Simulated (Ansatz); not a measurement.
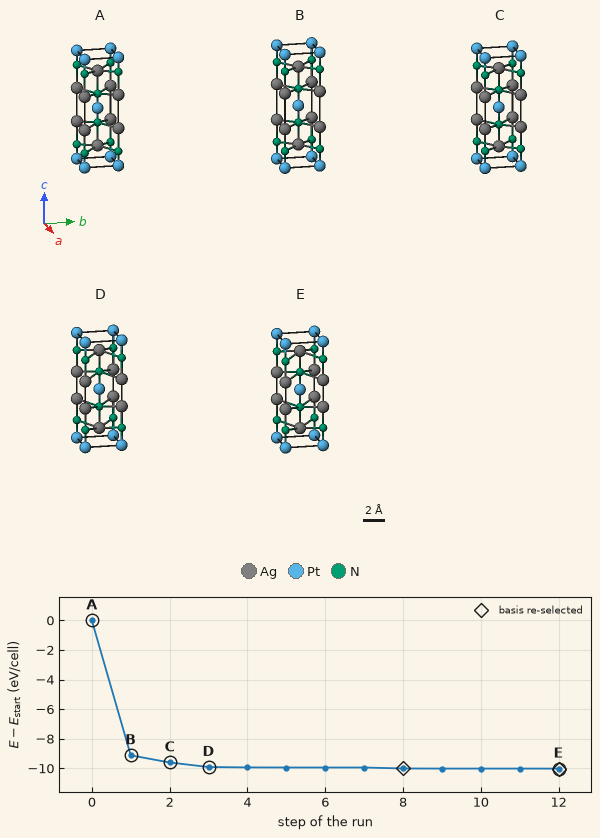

Frames of a relaxation of crystalline Ag2PtN2 (built on the K2NiO2-139 type type), marked on the history of the run. A ball-and-stick model of the conventional cell (2 times the calculation's cell), seen slightly off an axis. Lengths and directions refer to the drawn axes.

The calculation used Ansatz, DFT, PBEsol, plane waves, PAW.

Input file:
```yaml
crystal:
  lattice:
    - [-1.6911788, 1.6911788, 5.49107302]
    - [1.6911788, -1.6911788, 5.49107302]
    - [1.6911788, 1.6911788, -5.49107302]
  atoms:
    - { symbol: Ag, position: [0.6544074, 0.6544074, 0.0] }
    - { symbol: Ag, position: [0.3455926, 0.3455926, 0.0] }
    - { symbol: Pt, position: [0.0, 0.0, 0.0] }
    - { symbol: "N", position: [0.1327108, 0.1327108, 0.0] }
    - { symbol: "N", position: [0.8672892, 0.8672892, 0.0] }
kpoints:
  mp_grid: { grid: [8, 8, 8] }
hamiltonian:
  xc: pbesol
scf:
  occupations: { method: fermi_dirac, width: 0.03 }
relax:
  f_tol: 0.01
  cell: {}
  max_steps: 120
```

Command:
```bash
ansatz run input.yaml --threads 2 --pin off --max-ram 2211MiB --backend cpu --events-out ev --progress --plain --runs-dir out
```

> What happens along the run?

Over 10 accepted moves (12 points after the start) the energy falls by 10.014 eV per cell of the calculation. The largest force component goes from 36 to 0.0065 eV/Å. The pressure goes from 106.65 to 0.01 GPa. The SCF was repeated twice at an unchanged geometry on a basis and grid sized afresh for the cell, which shifted the energy by 65.3 meV per cell of the calculation at most. The largest moves relative to the cell, 0.38 Å, are those of N4 and N5. N5 goes along −c. By element the largest moves are N 0.38 Å, Ag 0.27 Å. Pt stays in place. Cell: a = b 3.382 → 3.770 Å (+11.5 %), c 10.982 → 10.547 Å (−4.0 %). Volume +19.3 %. Among the contacts that change: Ag1–Ag2 3.391 → 2.723 Å, Pt3–N4 1.457 → 1.784 Å, Ag1–N4 2.404 → 2.699 Å, Ag1–N5 2.338 → 2.128 Å. Among the angles between lasting bonds that change: N4–Ag1–N5 95.7° → 81.0°, Ag1–N4–Pt3 95.7° → 81.0°, Ag1–N4–Ag2 84.3° → 99.0°. The space group stays I4/mmm (No. 139). From step 0 to 1: N atoms move most (0.18 Å), volume +12.3 %, energy −9.115 eV per cell of the calculation. From step 1 to 2: Ag atoms move most (0.13 Å), volume +1.7 %, energy −0.485 eV per cell of the calculation. From step 2 to 3: Ag atoms move most (0.18 Å), volume −0.8 %, energy −0.306 eV per cell of the calculation. From step 3 to 12: N atoms move most (0.02 Å), volume +5.3 %, energy −0.108 eV per cell of the calculation.
